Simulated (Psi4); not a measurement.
**CH5Al (SMILES [CH3][AlH2]): levels of theory compared**

Aim: a comparison of 3 runs (CAM-B3LYP/def2-TZVP, M06-2X/def2-TZVP, wB97X/def2-TZVP) of CH5Al. 

The calculation is run with Psi4 1.11.

### Step 1. The system as given

CH5Al: 7 atoms, total charge 0, spin state singlet. As SMILES, `[CH3][AlH2]`. The Al2–H7 distance was set to 1.829 Å, away from the relaxed value.

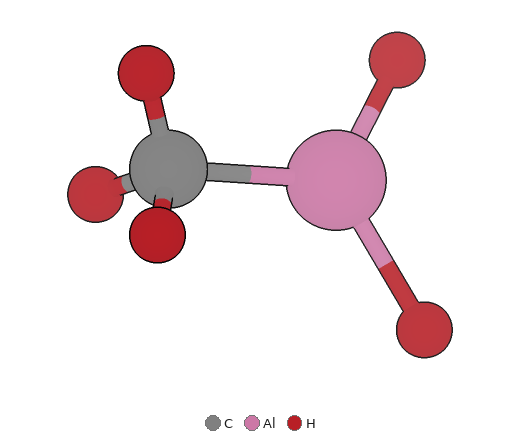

Viewed from a chosen angle; carbon grey, aluminium pink, hydrogen red.

### Step 2. A single-point energy at CAM-B3LYP/def2-TZVP (run 1)

The input, ch5al.xyz:

```xyz
7
CH5Al
C     -0.654254    -0.766584    -0.258000
Al     0.357146     0.707316     0.522200
H     -1.268854    -1.290584     0.478300
H     -1.340154    -0.377384    -1.020700
H     -0.012354    -1.496484    -0.758100
H     -0.189754     1.478316     1.800900
H      1.934800     1.251600    -0.225400
```

The input, job.py:

```python
import psi4

psi4.set_memory(1600000000)
psi4.set_num_threads(1)
psi4.core.set_output_file('ch5al.out', False)

with open('ch5al.xyz') as f:
    atoms = ''.join(f.readlines()[2:])
mol = psi4.geometry('0 1\n' + atoms + 'symmetry c1\nno_reorient\nno_com')

psi4.set_options(dict(puream=True, e_convergence=1e-09, d_convergence=1e-08, scf_type='pk', dft_radial_points=99, dft_spherical_points=590))

E, wfn = psi4.energy("cam-b3lyp/def2-TZVP", return_wfn=True)
print(f'cam-b3lyp/def2-TZVP energy: {E:.10f} Eh')
```

Run with:

```bash
python job.py
```

ch5al.out:

```text
[...]
  Running in c1 symmetry.
[...]
  Nuclear repulsion =   49.955153189916473
[...]
  Multiplicity = 1
[...]
  Nalpha       = 12
  Nbeta        = 12
[...]
    Number of basis functions: 98
[...]
   @RKS iter   1:  -283.28841993651736   -5.32578e-01   7.14484e-03 ADIIS/DIIS
[...]
   @RKS iter  10:  -283.51435315505205   -3.12639e-12   2.41985e-09 DIIS
[...]
    Orbital Energies [Eh]
    ---------------------
    Doubly Occupied:
       1A    -56.099982     2A    -10.221032     3A     -4.209361
       4A     -2.767769     5A     -2.759021     6A     -2.758017
       7A     -0.764232     8A     -0.469691     9A     -0.466297
      10A     -0.464084    11A     -0.355676    12A     -0.339285
[...]
  @RKS Final Energy:  -283.51435315505205
   => Energetics <=
    Nuclear Repulsion Energy =             49.9551531899164729
    One-Electron Energy =                -490.3730477135896990
    Two-Electron Energy =                 176.1389162876901366
    DFT Exchange-Correlation Energy =     -19.2353749190689136
    Empirical Dispersion Energy =           0.0000000000000000
    VV10 Nonlocal Energy =                  0.0000000000000000
    Total Energy =                       -283.5143531550520493
[...]
 Multipole Moments:
 ------------------------------------------------------------------------------------
     Multipole            Electronic (a.u.)      Nuclear  (a.u.)        Total (a.u.)
 ------------------------------------------------------------------------------------
 L = 1.  Multiply by 2.5417464519 to convert [e a0] to [Debye]
 Dipole X            :         -0.0264558           -0.3003568           -0.3268127
 Dipole Y            :         -8.1496630            7.8632789           -0.2863840
 Dipole Z            :        -10.4540473           10.4229734           -0.0310739
 Magnitude           :                                                    0.4356466
[...]
```

On the terminal:

```text
cam-b3lyp/def2-TZVP energy: -283.5143531551 Eh
```

It took 21 s on 1 thread of Intel Xeon Platinum 8488C (Sapphire Rapids), shared host; peak memory 0.81 GiB.

### Step 3. Energy and gradient at M06-2X/def2-TZVP (run 2)

The input, input.json:

```json
{
  "schema_name": "qcschema_input",
  "schema_version": 1,
  "molecule": {
    "schema_name": "qcschema_molecule",
    "schema_version": 2,
    "symbols": ["C", "Al", "H", "H", "H", "H", "H"],
    "geometry": [-1.23636088, -1.44863381, -0.48754934, 0.67490813, 1.33663352, 0.98681498, -2.39778655, -2.4388503, 0.90385601, -2.53252402, -0.7131524, -1.92884346, -0.02334568, -2.82794491, -1.43260138, -0.35858309, 2.79361237, 3.40320778, 3.65624211, 2.36518122, -0.42594427],
    "molecular_charge": 0,
    "molecular_multiplicity": 1,
    "fix_symmetry": "c1"
  },
  "driver": "gradient",
  "model": {
    "method": "m06-2x",
    "basis": "def2-TZVP"
  },
  "keywords": {
    "puream": true,
    "e_convergence": 1e-09,
    "d_convergence": 1e-08,
    "scf_type": "pk",
    "dft_radial_points": 99,
    "dft_spherical_points": 590,
    "scf_properties": ["DIPOLE", "WIBERG_LOWDIN_INDICES", "MULLIKEN_CHARGES"]
  }
}
```

Run with:

```bash
psi4 --qcschema input.json -n 1 --memory 1600MB
```

stdout:

```text
[...]
  Running in c1 symmetry.
[...]
  Nuclear repulsion =   49.955153200085007
[...]
  Multiplicity = 1
[...]
  Nalpha       = 12
  Nbeta        = 12
[...]
    Number of basis functions: 98
[...]
   @RKS iter   1:  -283.26961422106808   -4.83885e-01   6.93157e-03 DIIS/ADIIS
[...]
   @RKS iter  10:  -283.48407403726219   -2.33058e-12   1.68849e-09 DIIS
[...]
    Orbital Energies [Eh]
    ---------------------
    Doubly Occupied:
       1A    -56.848937     2A    -10.511022     3A     -4.379855
       4A     -2.886375     5A     -2.880571     6A     -2.880195
       7A     -0.772258     8A     -0.464130     9A     -0.461144
      10A     -0.456964    11A     -0.346185    12A     -0.328091
[...]
  @RKS Final Energy:  -283.48407403726219
   => Energetics <=
    Nuclear Repulsion Energy =             49.9551532000850074
    One-Electron Energy =                -490.4024991007363496
    Two-Electron Energy =                 169.2862511622785462
    DFT Exchange-Correlation Energy =     -12.3229792988893969
    Empirical Dispersion Energy =           0.0000000000000000
    VV10 Nonlocal Energy =                  0.0000000000000000
    Total Energy =                       -283.4840740372621326
[...]
 Multipole Moments:
 ------------------------------------------------------------------------------------
     Multipole            Electronic (a.u.)      Nuclear  (a.u.)        Total (a.u.)
 ------------------------------------------------------------------------------------
 L = 1.  Multiply by 2.5417464519 to convert [e a0] to [Debye]
 Dipole X            :          0.9074506           -1.2297969           -0.3223463
 Dipole Y            :          1.5919225           -1.8702828           -0.2783603
 Dipole Z            :          1.1618960           -1.1891744           -0.0272784
 Magnitude           :                                                    0.4267736
[...]
  Mulliken Charges: (a.u.)
   Center  Symbol    Alpha    Beta     Spin     Total
       1     C     3.32745  3.32745  0.00000 -0.65491
       2    AL     6.29376  6.29376  0.00000  0.41249
       3     H     0.42229  0.42229  0.00000  0.15542
       4     H     0.42345  0.42345  0.00000  0.15311
       5     H     0.42081  0.42081  0.00000  0.15838
       6     H     0.55244  0.55244  0.00000 -0.10488
       7     H     0.55980  0.55980  0.00000 -0.11960
   Total alpha = 12.00000, Total beta = 12.00000, Total charge = -0.00000
  Wiberg Bond Indices using Orthogonal Lowdin Orbitals:
[...]
  -Total Gradient:
     Atom            X                  Y                   Z
    ------   -----------------  -----------------  -----------------
       1       -0.000652650784     0.000410371395     0.001384467462
       2       -0.031466892036    -0.012001441011     0.013784824811
       3       -0.001084968172    -0.001062290536     0.000221583786
       4       -0.001066105950     0.000024054769    -0.000976520678
       5        0.000705477464    -0.001114238516    -0.000755036043
       6       -0.002180452512     0.001330875322     0.003222806658
       7        0.035722906890     0.012385444849    -0.016875758268
[...]
```

The result, in JSON:

```text
{
 "driver": "gradient",
 "model": {
  "method": "m06-2x",
  "basis": "def2-TZVP"
 },
 "success": true,
 "return_result": [-0.0006526507841632043, 0.000410371395073314, 0.0013844674618592907, -0.03146689203626664, -0.012001441010869246, 0.013784824811065882, -0.0010849681721751755, -0.001062290535940577, 0.00022158378558861935, -0.001066105950063706, 2.405476923402622e-05, -0.0009765206779395047, 0.0007054774635649186, -0.0011142385163793594, -0.0007550360429527739, -0.0021804525118109923, 0.0013308753221761907, 0.0032228066583470175, 0.0357229068904108, 0.012385444848665796, -0.01687575826813757],
 "properties": {
  "calcinfo_nbasis": 98,
  "calcinfo_nmo": 98,
  "calcinfo_nalpha": 12,
  "calcinfo_nbeta": 12,
  "calcinfo_natom": 7,
  "nuclear_repulsion_energy": 49.95515320008501,
  "return_energy": -283.4840740372622,
  "return_gradient": [-0.0006526507841632043, 0.000410371395073314, 0.0013844674618592907, -0.03146689203626664, -0.012001441010869246, 0.013784824811065882, -0.0010849681721751755, -0.001062290535940577, 0.00022158378558861935, -0.001066105950063706, 2.405476923402622e-05, -0.0009765206779395047, 0.0007054774635649186, -0.0011142385163793594, -0.0007550360429527739, -0.0021804525118109923, 0.0013308753221761907, 0.0032228066583470175, 0.0357229068904108, 0.012385444848665796, -0.01687575826813757],
  "scf_one_electron_energy": -490.40249910073635,
  "scf_two_electron_energy": 169.28625116227855,
  "scf_xc_energy": -12.322979298889397,
  "scf_dipole_moment": [-0.3223463166632813, -0.27836028474605223, -0.02727835470499529],
  "scf_total_energy": -283.4840740372622,
  "scf_total_gradient": [-0.0006526507841632043, 0.000410371395073314, 0.0013844674618592907, -0.03146689203626664, -0.012001441010869246, 0.013784824811065882, -0.0010849681721751755, -0.001062290535940577, 0.00022158378558861935, -0.001066105950063706, 2.405476923402622e-05, -0.0009765206779395047, 0.0007054774635649186, -0.0011142385163793594, -0.0007550360429527739, -0.0021804525118109923, 0.0013308753221761907, 0.0032228066583470175, 0.0357229068904108, 0.012385444848665796, -0.01687575826813757],
  "scf_iterations": 10
 }
}
```

It took 42 s on 1 thread of Intel Xeon Platinum 8488C (Sapphire Rapids), shared host; peak memory 0.81 GiB.

### Step 4. Energy and gradient at wB97X/def2-TZVP (run 3)

The input, input.in:

```
memory 1600 mb

molecule geom {
  C     -0.654254    -0.766584    -0.258000
  Al     0.357146     0.707316     0.522200
  H     -1.268854    -1.290584     0.478300
  H     -1.340154    -0.377384    -1.020700
  H     -0.012354    -1.496484    -0.758100
  H     -0.189754     1.478316     1.800900
  H      1.934800     1.251600    -0.225400
  symmetry c1
  no_reorient
  no_com
}

set {
  puream               true
  e_convergence        1e-09
  d_convergence        1e-08
  scf_type             pk
  dft_radial_points    99
  dft_spherical_points 590
}

e, wfn = gradient('wb97x/def2-TZVP', return_wfn=True)
oeprop(wfn, 'LOWDIN_CHARGES', 'MULLIKEN_CHARGES', 'DIPOLE', title='WB97X')
```

Run with:

```bash
psi4 -i input.in -o input.out -n 1
```

input.out:

```text
[...]
  Running in c1 symmetry.
[...]
  Nuclear repulsion =   49.955153189916473
[...]
  Multiplicity = 1
[...]
  Nalpha       = 12
  Nbeta        = 12
[...]
    Number of basis functions: 98
[...]
   @RKS iter   1:  -283.36057280992162   -6.63532e-01   5.95858e-03 ADIIS/DIIS
[...]
   @RKS iter  10:  -283.51930912772809   -1.22213e-11   6.88035e-09 DIIS
[...]
    Orbital Energies [Eh]
    ---------------------
    Doubly Occupied:
       1A    -56.043851     2A    -10.233749     3A     -4.241533
       4A     -2.797315     5A     -2.787968     6A     -2.786812
       7A     -0.812257     8A     -0.511365     9A     -0.507035
      10A     -0.504475    11A     -0.394207    12A     -0.377531
[...]
  @RKS Final Energy:  -283.51930912772809
   => Energetics <=
    Nuclear Repulsion Energy =             49.9551531899164729
    One-Electron Energy =                -490.3534264440764900
    Two-Electron Energy =                 175.6428464657118411
    DFT Exchange-Correlation Energy =     -18.7638823392799310
    Empirical Dispersion Energy =           0.0000000000000000
    VV10 Nonlocal Energy =                  0.0000000000000000
    Total Energy =                       -283.5193091277280928
[...]
  -Total Gradient:
     Atom            X                  Y                   Z
    ------   -----------------  -----------------  -----------------
       1       -0.001453605711    -0.000998079304     0.000824015694
       2       -0.030935657481    -0.010937913100     0.014432455414
       3       -0.000642604700    -0.000552914950     0.000020884619
       4       -0.000663316536     0.000181479277    -0.000594317800
       5        0.000590597922    -0.000481006594    -0.000394794947
       6       -0.001763036741     0.000612192171     0.002098846526
       7        0.034805167105     0.012038169894    -0.016473203790
[...]
 Multipole Moments:
 ------------------------------------------------------------------------------------
     Multipole            Electronic (a.u.)      Nuclear  (a.u.)        Total (a.u.)
 ------------------------------------------------------------------------------------
 L = 1.  Multiply by 2.5417464519 to convert [e a0] to [Debye]
 Dipole X            :         -0.0391388           -0.3003568           -0.3394956
 Dipole Y            :         -8.1618259            7.8632789           -0.2985470
 Dipole Z            :        -10.4561375           10.4229734           -0.0331640
 Magnitude           :                                                    0.4533072
[...]
  Mulliken Charges: (a.u.)
   Center  Symbol    Alpha    Beta     Spin     Total
       1     C     3.29530  3.29530  0.00000 -0.59059
       2    AL     6.27346  6.27346  0.00000  0.45308
       3     H     0.43333  0.43333  0.00000  0.13333
       4     H     0.43534  0.43534  0.00000  0.12932
       5     H     0.43168  0.43168  0.00000  0.13663
       6     H     0.56336  0.56336  0.00000 -0.12671
       7     H     0.56753  0.56753  0.00000 -0.13506
   Total alpha = 12.00000, Total beta = 12.00000, Total charge = -0.00000
  Lowdin Charges: (a.u.)
[...]
```

Wall time 28 s (1 thread of Intel Xeon Platinum 8488C (Sapphire Rapids), shared host); peak memory 0.82 GiB.

### Step 5. The series

```tsv
run	level	task	energy (Eh)	dipole moment (D)	HOMO energy (eV)	LUMO energy (eV)	wall time
1	CAM-B3LYP/def2-TZVP	energy	-283.514353	1.11	-9.23	-0.48	21 s
2	M06-2X/def2-TZVP	gradient	-283.484074	1.08	-8.93	-0.85	42 s
3	wB97X/def2-TZVP	gradient	-283.519309	1.15	-10.27	0.50	28 s
```

### Step 6. Results

```
                       quantity          value
            run 3: total energy  -283.51931 Eh
           run 3: dipole moment         1.15 D
             run 3: HOMO energy      -10.27 eV
             run 3: LUMO energy        0.50 eV
           run 3: HOMO–LUMO gap       10.77 eV
run 3: largest force on an atom     2.075 eV/Å
```

The dipole moment (its size) runs from 1.08 D (M06-2X/def2-TZVP) to 1.15 D (wB97X/def2-TZVP). The HOMO–LUMO gap runs from 8.08 eV (M06-2X/def2-TZVP) to 10.77 eV (wB97X/def2-TZVP). Totals of different functionals can't be ranked against each other. All runs together took 90 s, the longest 42 s.
